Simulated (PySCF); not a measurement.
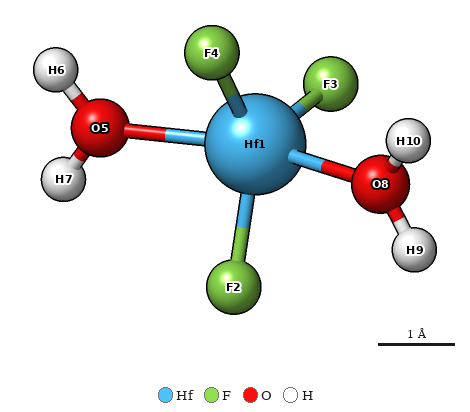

Fig. 1: The structure as given in the input (ball-and-stick view, seen at a tilt; atoms are numbered from 1 in the order of the input). Sticks mark near contacts.

# Single-point calculation of HfH4O2F3 (charge +1)

- system: HfH4O2F3, charge +1
- method: RKS B3LYP, Hf def2-SVP with ECP60, F def2-SVP, O def2-SVP, H def2-SVP; non-relativistic Hamiltonian with a scalar-relativistic core potential; density fitting (PySCF 2.14.0)

It belongs to a series of runs on one base structure; here: finer grid at the relaxed geometry.

What the program printed:
```
init E= -500.149417957701
  HOMO = -0.571085665909461  LUMO = -0.224950859829638  gap/eV = 9.41881
cycle= 1 E= -500.1494183718  delta_E= -4.14e-07  |g|= 0.000309  |ddm|= 0.00113
  HOMO = -0.571043860168007  LUMO = -0.224965387909635  gap/eV = 9.41727
cycle= 2 E= -500.149418339552  delta_E= 3.22e-08  |g|= 0.000529  |ddm|= 0.000479
  HOMO = -0.571073047558106  LUMO = -0.224951918082471  gap/eV = 9.41844
cycle= 3 E= -500.14941838725  delta_E= -4.77e-08  |g|= 5.25e-05  |ddm|= 0.000344
  HOMO = -0.571072027302812  LUMO = -0.224955214321833  gap/eV = 9.41832
cycle= 4 E= -500.149418387638  delta_E= -3.88e-10  |g|= 2.3e-05  |ddm|= 4.32e-05
  HOMO = -0.571072387033778  LUMO = -0.224953847253471  gap/eV = 9.41837
Extra cycle  E= -500.149418387506  delta_E= 1.32e-10  |g|= 3.6e-05  |ddm|= 3.44e-05
converged SCF energy = -500.149418387506
```

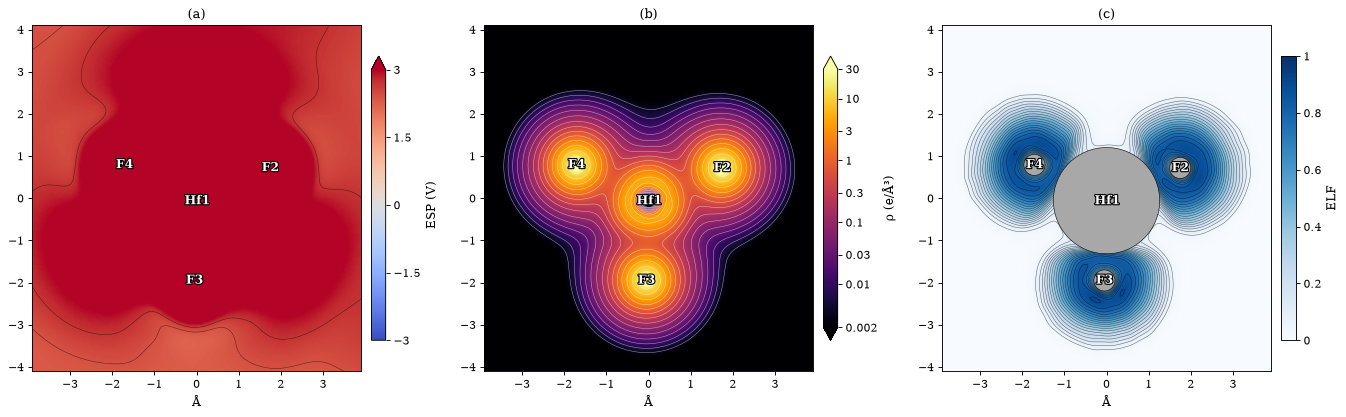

Fig. 2: (a) molecular electrostatic potential; (b) total electron density; (c) electron localisation function on the plane of atoms F2, Hf1 and F4. Grey discs, where drawn, cover atomic cores. Hf–F (1.89 Å): ρ at the midpoint is about 0.92 e/Å³; the ELF peaks at about 0.85 in the valence shell of F, 0.5 Å from its nucleus, and drops to about 0.20 between the two atoms. The potential has no marked negative region in this plane.

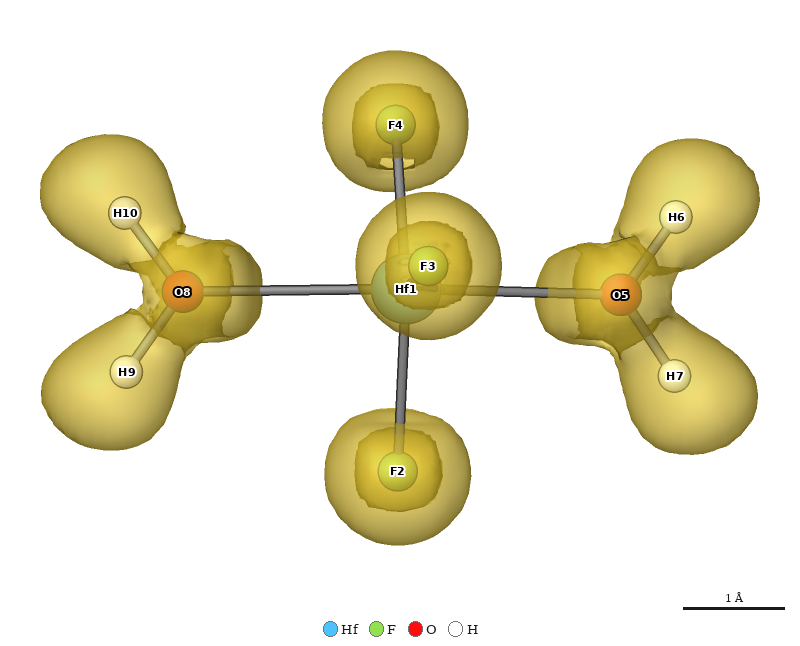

Fig. 3: Isosurface of the electron localisation function at 0.8 (yellow), seen face on. Only the valence region is drawn (cores and ρ < 0.01 e/Å³ removed). Along the contacts the grid gives the following. Hf–F (1.89 Å): the ELF peaks at about 0.85 in the valence shell of F, 0.5 Å from its nucleus, and drops to about 0.20 between the two atoms. Hf–O (2.22 Å): the ELF peaks at about 0.90 in the valence shell of O, 0.6 Å from its nucleus, and drops to about 0.10 between the two atoms.

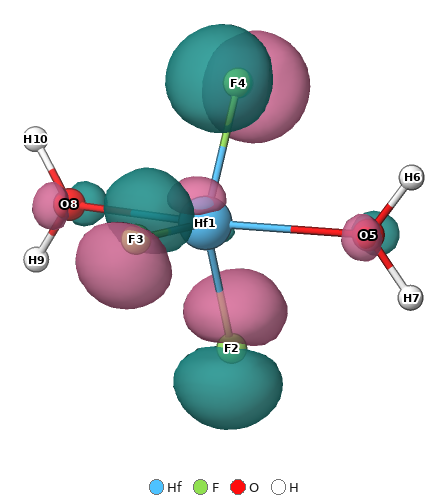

Fig. 4: The HOMO at ±0.15 Å⁻³ᐟ² (teal and pink are the two phases), seen at an oblique angle. Its energy is −15.54 eV.

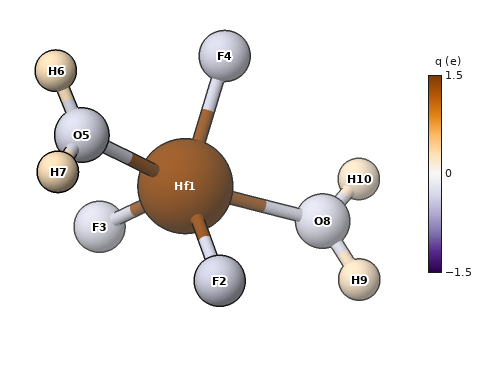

Fig. 5: Mulliken charges, as the colour of each atom (ball-and-stick view, seen at a tilt; atoms are numbered from 1 in the order of the input; Mulliken charges depend strongly on the basis). By element: Hf +1.41, F −0.33 to −0.30, O −0.28 and H +0.27 e.

The run was set up as follows.

The input:
```python
mol = gto.M(atom='''
Hf     0.03041     0.00000    -0.16864
F     -1.13192     0.00000     1.34771
F     -0.82889     0.00000    -1.85516
F      1.93843    -0.00000    -0.24071
O      0.20040     2.18438     0.16289
H      0.94117     2.74917    -0.12381
H     -0.42395     2.73463     0.67027
O      0.20040    -2.18438     0.16289
H     -0.42395    -2.73463     0.67027
H      0.94117    -2.74917    -0.12381''',
    basis={'Hf': 'def2-SVP', 'F': 'def2-SVP', 'O': 'def2-SVP', 'H': 'def2-SVP'},
    ecp={'Hf': 'def2-SVP'},
    charge=1, spin=0)
mf = dft.RKS(mol, xc='B3LYP')
mf.grids.atom_grid = (75, 302)  # f atoms: at least (60, 302), unpruned
mf = mf.density_fit()  # Hf def2-universal-JKFIT, F def2-universal-JKFIT, O def2-universal-JKFIT, H def2-universal-JKFIT
mf.conv_tol = 1e-09; mf.max_cycle = 55
mf.kernel(dm0)
```

The script is an equivalent of the set-up of the self-consistent field. The run itself was carried out by a driver, which started from the orbitals of the step before it where there was one and computed the further properties.

Launch command:
```bash
OMP_NUM_THREADS=2 python <driver script>
```

Summary:

- outcome: converged
- total energy: −500.149418 hartree
- HOMO: −15.54 eV
- LUMO: −6.12 eV
- largest force (length of the vector): 0.021 eV/Å
- hardware: 2 threads of Arm Neoverse V1, 24 GiB of memory available, shared host
- wall time: 24 s (CPU time 48 s)
- peak memory: 2.7 GiB
